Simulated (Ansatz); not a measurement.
# CH₉GaN₂ (SMILES C[NH2+][GaH2-][NH2]): what the fields show

The calculation's input:

```
crystal:
  periodic: [false, false, false]
  atoms:
    - {symbol: C, position_ang: [-0.266062, -1.817588, -1.048428]}
    - {symbol: Ga, position_ang: [0.581084, -0.002648, 1.291531]}
    - {symbol: "N", position_ang: [0.906509, -1.624751, -0.156015]}
    - {symbol: "N", position_ang: [-0.039363, 1.244511, -0.008336]}
    - {symbol: H, position_ang: [-1.113228, -2.196358, -0.445587]}
    - {symbol: H, position_ang: [-0.065545, -2.525017, -1.879776]}
    - {symbol: H, position_ang: [-0.541215, -0.820939, -1.443746]}
    - {symbol: H, position_ang: [1.726936, -1.329950, -0.705012]}
    - {symbol: H, position_ang: [1.172671, -2.501547, 0.314295]}
    - {symbol: H, position_ang: [2.087301, 0.178969, 1.776113]}
    - {symbol: H, position_ang: [-0.544753, -0.692146, 2.180721]}
    - {symbol: H, position_ang: [-1.002565, 1.574155, 0.130774]}
    - {symbol: H, position_ang: [0.544310, 2.081047, -0.132151]}
basis:
  gaussian: {orbitals: def2-TZVPD}
hamiltonian: {xc: {name: PBE0}}
output: {forces: true, orbitals: {seedname: orbitals}}
```

Command:

```sh
ansatz run input.yaml --threads 2 --pin off --max-ram 4350MiB --events-out events.jsonl --progress --plain --runs-dir runs
```

Geometry: BLYP-D3(BJ)/def2-SVP.

These are results of isolated molecule in a Gaussian basis; Kohn-Sham density functional theory, functional PBE0 (Ansatz), not measurements.

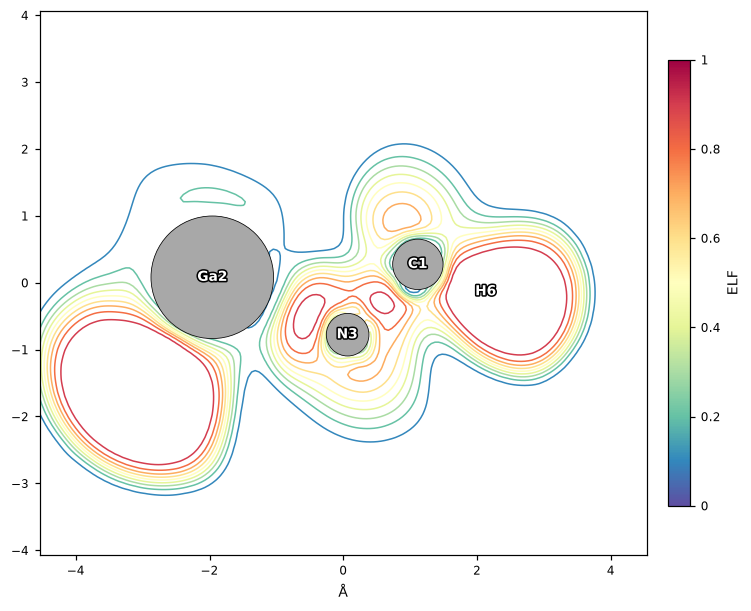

Figure 1. ELF on the plane of atoms C1, N3 and Ga2. Grey discs cover the atomic cores.

What do the fields say about this system?

- The section cuts through C, Ga, N and H sites.
- C–N (1.49 Å): the ELF peaks at about 0.90 between the atoms, as expected for localised, covalent bonding.
- Ga–N (2.20 Å): the ELF peaks at about 0.95 in the valence shell of N, 0.7 Å from its nucleus, and is about 0.35 at the midpoint.
- C–H (1.11 Å): the ELF climbs to about 1 towards the hydrogen, as it does in any bond to H (an ordinary covalent bond to hydrogen).

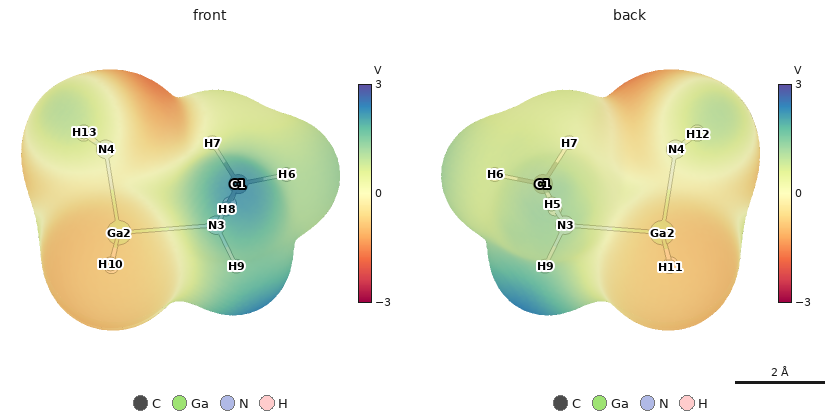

Figure 2. The electrostatic potential painted on the density surface at 0.002 e/bohr³, seen from the front and from behind; the colour scale runs from red (negative) to blue (positive).

Where is the surface potential most negative and most positive?

The most negative region (about −1.5 V) lies over N4, the most positive (about +2.3 V) over H8 and H9. N4 is the likeliest acceptor of a hydrogen bond.

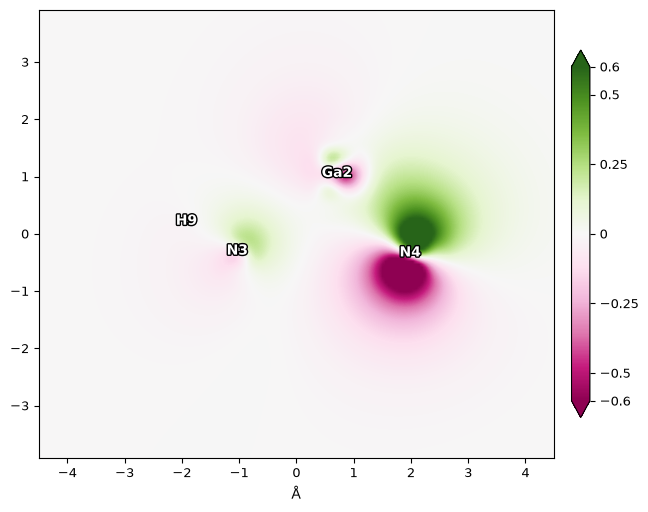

Figure 3. The HOMO on the plane of atoms Ga2, N3 and H9 (values in Å⁻³ᐟ²; the overall sign is arbitrary).

What is the character of this orbital?

Its weight (Hirshfeld) is mainly on N4 (about 70 %) and Ga2 (about 10 %); largely a lone pair of N4. Its energy is −6.42 eV.
